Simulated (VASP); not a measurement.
## Titanium: the relaxed cell at several levels

Aim: relax Titanium at several levels and hold each cell against experiment. The levels: LDA, PBEsol, PBE, r2SCAN, PBE + D3(BJ), r2SCAN + rVV10, RPBE and vdW-DF-cx. LASPH is on for some levels and off for others; the table marks which. The start is a cell from a database of measured crystal structures.

Main program and level: VASP 6.6.1; LDA; plane waves and PAW (Ti_sv), in the first sound run; inputs show where later runs differ.

Experimental background.

For Ti, hcp alpha (recrystallized polycrystalline plate, 600 wppm oxygen, 298 K), “Impact of oxygen ordering on titanium lattice parameters” (2024, arxiv:2402.07147) gives, by XRD, Rietveld refinement: lattice constant a (a of hcp cell) 2.9536 ± 0.0001 Å [textured sample, prismatic peak absent, so a is less precise than c]; lattice constant c (c of hcp cell) 4.685 ± 0.0001 Å.

This is a report of a sequence of runs, with most program output left out.

## (1) The structure

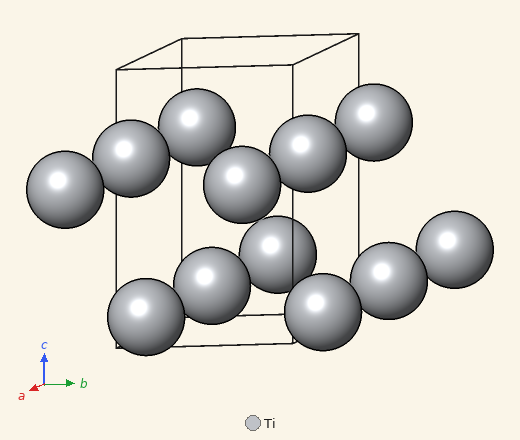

The starting structure, seen slightly off an axis (titanium light grey). 3×2×1 cells are drawn.

Coordinates:

```xyz
2
Lattice="2.9500 0.0000 0.0000 -1.4750 2.5548 0.0000 0.0000 0.0000 4.6800" Properties=species:S:1:pos:R:3 pbc="T T T"
Ti    0.0000    1.7032    1.1700
Ti    1.4750    0.8516    3.5100
```

## (2) Relaxation with LDA

Properties are meant for the cell that this level of theory prefers, so cell and atoms are relaxed first (ISIF = 3) until forces and stress are small; EDIFFG sets the threshold. LDA, the lowest rung, knows the local density alone.

File INCAR:

```
SYSTEM = Ti
PREC = Accurate
ENCUT = 520
EDIFF = 1E-06
NELM = 100
ISMEAR = -1
SIGMA = 0.05
LREAL = .FALSE.
ALGO = Normal
GGA = CA
NBANDS = 18
LORBIT = 11
LWAVE = .FALSE.
LCHARG = .FALSE.
KPAR = 2
IBRION = 2
NSW = 60
ISIF = 3
EDIFFG = -0.01
```

File POSCAR:

```
Ti
1.0
    2.9500000000      0.0000000000      0.0000000000
   -1.4750000000      2.5547749412      0.0000000000
    0.0000000000      0.0000000000      4.6800000000
Ti
2
Direct
    0.3333333333      0.6666666667      0.2500000000
    0.6666666667      0.3333333333      0.7500000000
```

File KPOINTS:

```
Automatic mesh
0
Gamma
9 9 5
0 0 0
```

Potentials, in the order of the species: Ti_sv (PBE family, release 64).

Launch:

```sh
$ mpirun -np 2 vasp_std
```

The job ended after 23 s (2 MPI ranks of Intel Xeon 6975P-C (Granite Rapids), shared host; peak memory 0.29 GiB).

The k-mesh is coarse for a metal. The PAW data sets were made with PBE, though LDA sets exist; this is a small mismatch. After so large a change of volume the plane waves of the start cell no longer fit, so the final stress carries a basis-set error. The run keeps the 24 symmetry operations of its start, so it cannot find a distortion of lower symmetry.

The steps of the relaxation:

| step | energy less that of the first step (eV) | largest force (eV/Å) | pressure (GPa) | volume (Å³) |
| --- | --- | --- | --- | --- |
| 1 | 0.0000 | 0.0000 | -9.92 | 35.27 |
| 2 | -0.0386 | 0.0000 | 9.98 | 29.99 |
| 3 | -0.1033 | 0.0000 | -0.08 | 32.19 |
| 4 | -0.1033 | 0.0000 | 0.13 | 32.13 |
| 5 | -0.1033 | 0.0000 | -0.08 | 32.18 |
| 6 | -0.1033 | 0.0000 | -0.11 | 32.18 |
| 7 | -0.1033 | 0.0000 | -0.14 | 32.17 |
| 8 | -0.1033 | 0.0000 | 0.03 | 32.15 |
| 9 | -0.1033 | 0.0000 | -0.01 | 32.17 |
| 10 | -0.1033 | 0.0000 | -0.04 | 32.17 |
| 11 | -0.1033 | 0.0000 | -0.03 | 32.17 |

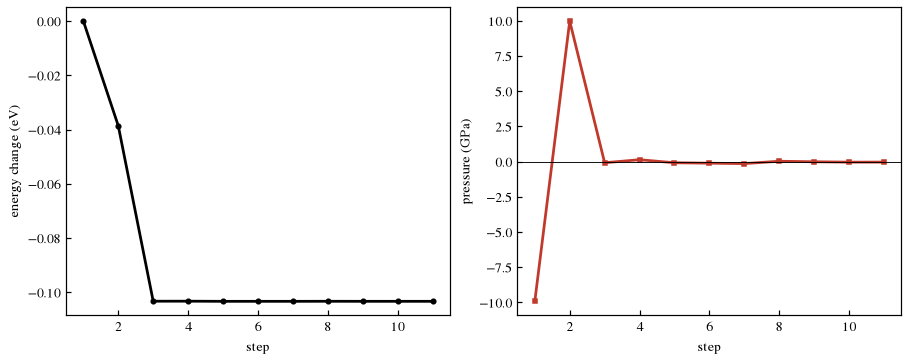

Energy and pressure along the relaxation.

| conventional cell, symmetrised | before | after | change |
| --- | --- | --- | --- |
| a (Å) | 2.950 | 2.862 | -3.0 % |
| b (Å) | 2.950 | 2.862 | -3.0 % |
| c (Å) | 4.680 | 4.536 | -3.1 % |
| volume (Å³/atom) | 17.64 | 16.09 | -8.8 % |

The relaxed structure:

```
Ti
1.0
     2.86169    0.00000    0.00000
    -1.43084    2.47829    0.00000
     0.00000    0.00000    4.53637
Ti
2
Direct
  0.33333 0.66667 0.25000
  0.66667 0.33333 0.75000
```

This step gave:

```
electrons                       : 24
bands                           : 18
irreducible k-points            : 36
symmetry operations             : 24
free energy (TOTEN)             : -17.17 eV
energy at zero smearing         : -17.16 eV
Fermi energy                    : 8.860 eV
pressure                        : -0.03492 GPa
metallic                        : yes
SCF cycles over all ionic steps : 74
```

It ends with forces that vanish by symmetry and a pressure of -0.03 GPa. The volume lies -8.8 % from that of the database's start, which holds the thermal and zero-point expansion of its experiment. LDA is known to overbind. The conventional cell has a = 2.862 and c = 4.536 Å.

## (3) Relaxation with PBEsol

This step: PBEsol; plane waves and PAW (Ti_sv) (VASP 6.6.1).

PBEsol restores the gradient expansion of exchange and is tuned for the cells of solids.

Changes to INCAR since step 2:

```diff
@@ -9,3 +9,3 @@
 ALGO = Normal
-GGA = CA
+GGA = PS
 NBANDS = 18
```

POSCAR is that of step 2.

KPOINTS is that of step 2.

Launch:

```sh
$ mpirun -np 2 vasp_std
```

The job ended after 11 s (2 MPI ranks; peak memory 0.31 GiB).

The PAW data sets were made with PBE, which is usual practice but a small mismatch for other functionals.

Relaxation path:

| step | energy less that of the first step (eV) | largest force (eV/Å) | pressure (GPa) | volume (Å³) |
| --- | --- | --- | --- | --- |
| 1 | 0.0000 | 0.0000 | -6.07 | 35.27 |
| 2 | -0.0158 | 0.0000 | 5.42 | 31.97 |
| 3 | -0.0383 | 0.0000 | -0.01 | 33.35 |

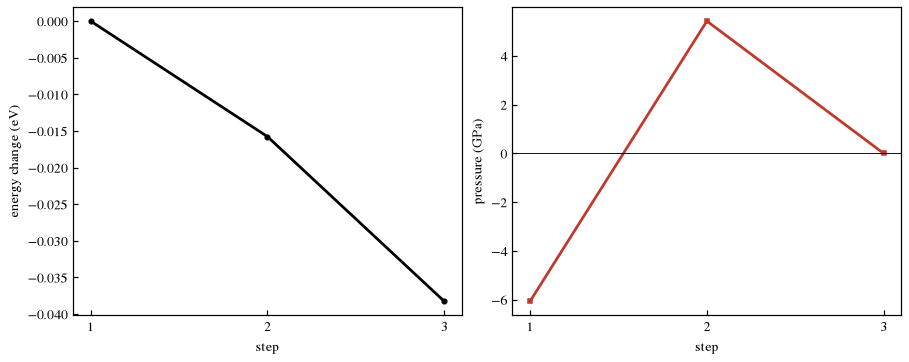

Energy and pressure along the relaxation.

| conventional cell, symmetrised | before | after | change |
| --- | --- | --- | --- |
| a (Å) | 2.950 | 2.898 | -1.8 % |
| b (Å) | 2.950 | 2.898 | -1.8 % |
| c (Å) | 4.680 | 4.586 | -2.0 % |
| volume (Å³/atom) | 17.64 | 16.67 | -5.4 % |

Final coordinates:

```
Ti
1.0
     2.89763    0.00000    0.00000
    -1.44881    2.50942    0.00000
     0.00000    0.00000    4.58646
Ti
2
Direct
  0.33333 0.66667 0.25000
  0.66667 0.33333 0.75000
```

This step gave:

* free energy (TOTEN): -16.69 eV
* energy at zero smearing: -16.68 eV
* Fermi energy: 8.659 eV
* pressure: -0.007511 GPa
* SCF cycles over all ionic steps: 34

It ends at 16.67 Å³/atom, -5.4 % from the start, with -0.01 GPa left. The conventional cell has a = 2.898 and c = 4.586 Å.

## (4) Relaxation with PBE

This step: PBE; plane waves and PAW (Ti_sv) (VASP 6.6.1).

PBE, the usual starting point, adds the gradient of the density.

Changes to INCAR since step 3:

```diff
@@ -9,3 +9,3 @@
 ALGO = Normal
-GGA = PS
+GGA = PE
 NBANDS = 18
```

POSCAR is that of step 3.

KPOINTS is that of step 3.

Launch:

```sh
$ mpirun -np 2 vasp_std
```

It took 15 s on 2 MPI ranks; peak memory 0.31 GiB.

The steps of the relaxation:

| step | energy less that of the first step (eV) | largest force (eV/Å) | pressure (GPa) | volume (Å³) |
| --- | --- | --- | --- | --- |
| 1 | 0.0000 | 0.0000 | -1.86 | 35.27 |
| 2 | -0.0018 | 0.0000 | 1.45 | 34.24 |
| 3 | -0.0037 | 0.0000 | 0.00 | 34.66 |
| 4 | -0.0037 | 0.0000 | 0.06 | 34.65 |
| 5 | -0.0037 | 0.0000 | 0.07 | 34.66 |
| 6 | -0.0038 | 0.0000 | 0.06 | 34.66 |

| conventional cell, symmetrised | before | after | change |
| --- | --- | --- | --- |
| a (Å) | 2.950 | 2.937 | -0.4 % |
| b (Å) | 2.950 | 2.937 | -0.4 % |
| c (Å) | 4.680 | 4.639 | -0.9 % |
| volume (Å³/atom) | 17.64 | 17.33 | -1.7 % |

The relaxed structure:

```cif
data_structure
_symmetry_space_group_name_H-M 'P 1'
_symmetry_Int_Tables_number 1
_cell_length_a 2.9370
_cell_length_b 2.9370
_cell_length_c 4.6394
_cell_angle_alpha 90.000
_cell_angle_beta 90.000
_cell_angle_gamma 120.000
_cell_volume 34.66
loop_
_atom_site_label
_atom_site_type_symbol
_atom_site_fract_x
_atom_site_fract_y
_atom_site_fract_z
_atom_site_occupancy
Ti1 Ti 0.33333 0.66667 0.25000 1
Ti2 Ti 0.66667 0.33333 0.75000 1
```

It ends at 17.33 Å³/atom, -1.7 % from the start, with 0.06 GPa left. The conventional cell has a = 2.937 and c = 4.639 Å. Against its usual tendency, PBE gives a cell smaller than the listed one.

## (5) Relaxation with r2SCAN

This step: r2SCAN; plane waves and PAW (Ti_sv) (VASP 6.6.1).

r2SCAN adds the kinetic-energy density, costs more than a GGA and is run with LASPH.

Changes to INCAR since step 4:

```diff
@@ -9,3 +9,4 @@
 ALGO = Normal
-GGA = PE
+METAGGA = R2SCAN
+LASPH = .TRUE.
 NBANDS = 18
```

POSCAR is that of step 4.

KPOINTS is that of step 4.

Launch:

```sh
$ mpirun -np 2 vasp_std
```

The job ended after 59 s (2 MPI ranks; peak memory 0.32 GiB; 1.9 min of CPU time).

The steps of the relaxation:

| step | energy less that of the first step (eV) | largest force (eV/Å) | pressure (GPa) | volume (Å³) |
| --- | --- | --- | --- | --- |
| 1 | 0.0000 | 0.0000 | -1.85 | 35.27 |
| 2 | -0.0017 | 0.0000 | 1.58 | 34.24 |
| 3 | -0.0037 | 0.0000 | 0.08 | 34.67 |
| 4 | -0.0040 | 0.0000 | 0.02 | 34.68 |
| 5 | -0.0041 | 0.0000 | 0.00 | 34.69 |

| conventional cell, symmetrised | before | after | change |
| --- | --- | --- | --- |
| a (Å) | 2.950 | 2.943 | -0.2 % |
| b (Å) | 2.950 | 2.943 | -0.2 % |
| c (Å) | 4.680 | 4.624 | -1.2 % |
| volume (Å³/atom) | 17.64 | 17.34 | -1.7 % |

Final coordinates:

```cif
data_structure
_symmetry_space_group_name_H-M 'P 1'
_symmetry_Int_Tables_number 1
_cell_length_a 2.9430
_cell_length_b 2.9430
_cell_length_c 4.6244
_cell_angle_alpha 90.000
_cell_angle_beta 90.000
_cell_angle_gamma 120.000
_cell_volume 34.69
loop_
_atom_site_label
_atom_site_type_symbol
_atom_site_fract_x
_atom_site_fract_y
_atom_site_fract_z
_atom_site_occupancy
Ti1 Ti 0.33333 0.66667 0.25000 1
Ti2 Ti 0.66667 0.33333 0.75000 1
```

It ends at 17.34 Å³/atom, -1.7 % from the start, with 0.00 GPa left. The conventional cell has a = 2.943 and c = 4.624 Å.

## (6) Relaxation with PBE + D3(BJ)

This step: PBE with D3(BJ); plane waves and PAW (Ti_sv) (VASP 6.6.1).

A dispersion term adds the long-range attraction that semilocal functionals lack. D3 with Becke-Johnson damping keeps a finite attraction at short range.

Changes to INCAR since step 5:

```diff
@@ -9,4 +9,4 @@
 ALGO = Normal
-METAGGA = R2SCAN
-LASPH = .TRUE.
+GGA = PE
+IVDW = 12
 NBANDS = 18
```

POSCAR is that of step 5.

KPOINTS is that of step 5.

Launch:

```sh
$ mpirun -np 2 vasp_std
```

Elapsed: 12 s, on 2 MPI ranks; peak memory 0.33 GiB; 23 s of CPU time.

Dispersion corrections of this kind ignore metallic screening and tend to overbind metals.

It ends at 16.45 Å³/atom, -6.7 % from the start, with -0.04 GPa left. The conventional cell has a = 2.884 and c = 4.566 Å. Against plain PBE, the dispersion term moves a by -1.8 % and c by -1.6 %.

## (7) Relaxation with r2SCAN + rVV10

This step: r2SCAN with rVV10; plane waves and PAW (Ti_sv) (VASP 6.6.1).

LUSE_VDW switches on a nonlocal correlation term for dispersion.

Changes to INCAR since step 6:

```diff
@@ -9,4 +9,8 @@
 ALGO = Normal
-GGA = PE
-IVDW = 12
+METAGGA = R2SCAN
+LUSE_VDW = .TRUE.
+IVDW_NL = 2
+BPARAM = 11.95
+CPARAM = 0.0093
+LASPH = .TRUE.
 NBANDS = 18
```

POSCAR is that of step 6.

KPOINTS is that of step 6.

Launch:

```sh
$ mpirun -np 2 vasp_std
```

Elapsed: 2.9 min, on 2 MPI ranks; peak memory 0.51 GiB; 5.7 min of CPU time.

It ends at 17.20 Å³/atom, -2.4 % from the start, with 0.07 GPa left. The conventional cell has a = 2.935 and c = 4.612 Å. Against plain r2SCAN, the dispersion term moves a by -0.3 % and c by -0.3 %.

## (8) Relaxation with RPBE

This step: RPBE; plane waves and PAW (Ti_sv) (VASP 6.6.1).

RPBE by itself binds more weakly than PBE and expands cells.

Changes to INCAR since step 7:

```diff
@@ -9,8 +9,3 @@
 ALGO = Normal
-METAGGA = R2SCAN
-LUSE_VDW = .TRUE.
-IVDW_NL = 2
-BPARAM = 11.95
-CPARAM = 0.0093
-LASPH = .TRUE.
+GGA = RP
 NBANDS = 18
```

POSCAR is that of step 7.

KPOINTS is that of step 7.

Launch:

```sh
$ mpirun -np 2 vasp_std
```

Elapsed: 14 s, on 2 MPI ranks; peak memory 0.3 GiB.

It ends at 17.84 Å³/atom, +1.2 % from the start, with -0.02 GPa left. The conventional cell has a = 2.966 and c = 4.682 Å.

## (9) Relaxation with vdW-DF-cx

This step: vdW-DF-cx; plane waves and PAW (Ti_sv) (VASP 6.6.1).

vdW-DF-cx takes its exchange from the same plasmon model as its correlation.

Changes to INCAR since step 8:

```diff
@@ -9,3 +9,6 @@
 ALGO = Normal
-GGA = RP
+GGA = CX
+AGGAC = 0
+LUSE_VDW = .TRUE.
+LASPH = .TRUE.
 NBANDS = 18
```

POSCAR is that of step 8.

KPOINTS is that of step 8.

Launch:

```sh
$ mpirun -np 2 vasp_std
```

Wall time 67 s (2 MPI ranks); peak memory 0.63 GiB.

It ends at 16.76 Å³/atom, -5.0 % from the start, with 0.00 GPa left. The conventional cell has a = 2.902 and c = 4.595 Å.

## (10) The cells as a table

This step: relaxed cells at several levels; plane waves and PAW (VASP 6.6.1).

Derived from the runs above.

Lengths are those of the conventional cell; cost is the wall time of each run, as given at its step, times its ranks, without the set-up around it; LASPH differs between rows, which moves results and costs too. Results by level, by row:

| level | volume (Å³/atom) | change from the start (%) | a (Å) | c (Å) | cost (core minutes) | LASPH |
| --- | --- | --- | --- | --- | --- | --- |
| LDA | 16.09 | -8.8 | 2.862 | 4.536 | 0.767 | off |
| PBEsol | 16.67 | -5.4 | 2.898 | 4.586 | 0.367 | off |
| PBE | 17.33 | -1.7 | 2.937 | 4.639 | 0.507 | off |
| r2SCAN | 17.34 | -1.7 | 2.943 | 4.624 | 1.97 | on |
| PBE + D3(BJ) | 16.45 | -6.7 | 2.884 | 4.566 | 0.4 | off |
| r2SCAN + rVV10 | 17.2 | -2.4 | 2.935 | 4.612 | 5.7 | on |
| RPBE | 17.84 | 1.2 | 2.966 | 4.682 | 0.48 | off |
| vdW-DF-cx | 16.76 | -5 | 2.902 | 4.595 | 2.23 | on |

## (11) Summary of results

| Quantity | Value |
| --- | --- |
| volume, LDA | 16.09 Å³/atom |
| volume, PBEsol | 16.67 Å³/atom |
| volume, PBE | 17.33 Å³/atom |
| volume, r2SCAN | 17.34 Å³/atom |
| volume, PBE + D3(BJ) | 16.45 Å³/atom |
| volume, r2SCAN + rVV10 | 17.20 Å³/atom |
| volume, RPBE | 17.84 Å³/atom |
| volume, vdW-DF-cx | 16.76 Å³/atom |

**Reading.** For Titanium the levels give volumes between 16.09 Å³/atom (LDA) and 17.84 Å³/atom (RPBE), a spread of 10.9 %, while the cost of the finished runs spans a factor of 16. Within 1 % of experiment on every length: PBE and RPBE. The nearest, RPBE, is among the cheap ones. Thermal and zero-point expansion, often some tenths of a per cent in length, bear on this order: with the measured lengths lowered by an assumed 0.4 % the nearest becomes PBE. The costs hold the number of ionic steps as well as the price of the functional. The closing table has room for seven levels; vdW-DF-cx stands in the table of levels alone. Adding D3(BJ) to PBE changes the volume by -5.1 % (a by -1.8 % and c by -1.6 %). Adding rVV10 to r2SCAN changes the volume by -0.8 % (a by -0.3 % and c by -0.3 %). Pairwise corrections of the D and TS kind ignore the screening in a metal, so they may overbind here. Within 0.02 Å all end in space group P6_3/mmc; the runs can't lower the symmetry of the start. The k-sampling is coarse for a metal, so the Fermi level, pressures and the shape of the cell carry errors. LASPH is on for some levels and off for others, so differences between them are not the functional's alone. Each is a single relaxation on the plane waves of the start cell, so larger changes of volume carry a basis-set error that was not tested here.

Calculation against experiment:

| quantity | measured | LDA | PBEsol | PBE | r2SCAN | PBE + D3(BJ) | r2SCAN + rVV10 | RPBE |
| --- | --- | --- | --- | --- | --- | --- | --- | --- |
| lattice constant a (Å) | 2.9536 | 2.862 (-3.1 %) | 2.898 (-1.9 %) | 2.937 (-0.6 %) | 2.943 (-0.4 %) | 2.884 (-2.3 %) | 2.935 (-0.6 %) | 2.966 (+0.4 %) |
| lattice constant c (Å) | 4.685 | 4.536 (-3.2 %) | 4.586 (-2.1 %) | 4.639 (-1.0 %) | 4.624 (-1.3 %) | 4.566 (-2.5 %) | 4.612 (-1.6 %) | 4.682 (-0.1 %) |

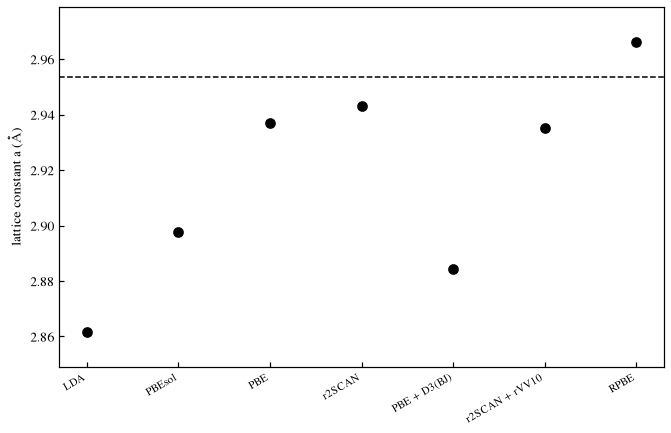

The lattice constant a by level; the dashed line is the measured value.

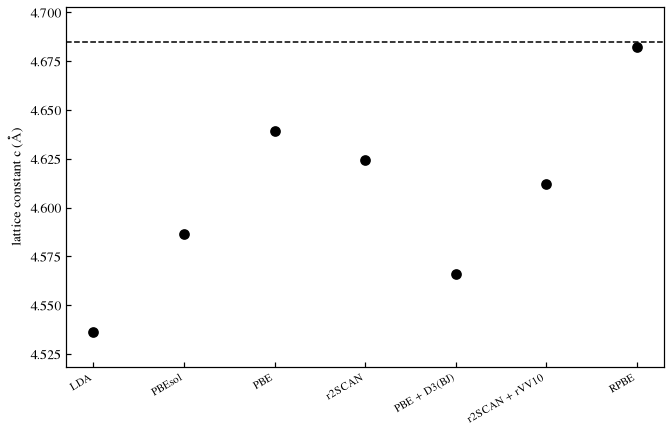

The lattice constant c by level; the dashed line is the measured value.

Measured values from arxiv:2402.07147 (2024).

Verdict: For the lattice constant a, of the levels listed nearest comes r2SCAN (-0.4 %, good agreement) and farthest LDA (-3.1 %, a clear miss). For the lattice constant c, of the levels listed nearest comes RPBE (-0.1 %, good agreement) and farthest LDA (-3.2 %, a clear miss). The grades are ours: good and fair within 0.7 and 1.5 % for the lattice constant a and 0.8 and 2 % for the lattice constant c. For lattice constants the calculation has a static lattice, without zero-point motion or thermal expansion (measured at up to 298 K).

[Lines on the potential files, build, host, timing and source positions are cut from VASP's logs without a mark.]

[Logs are printed without paths, hosts, clocks, repeated set-up lines and the standing remarks that a program may print on its own settings, such as how far it seeks lower states.]

[Hosts, paths, dates, database ids (printed as entryN), source tags and the programs' standing remarks are cut or masked in the printed files.]

[A measured line is paired with the nearest computed mode of its activity, which favours agreement.]
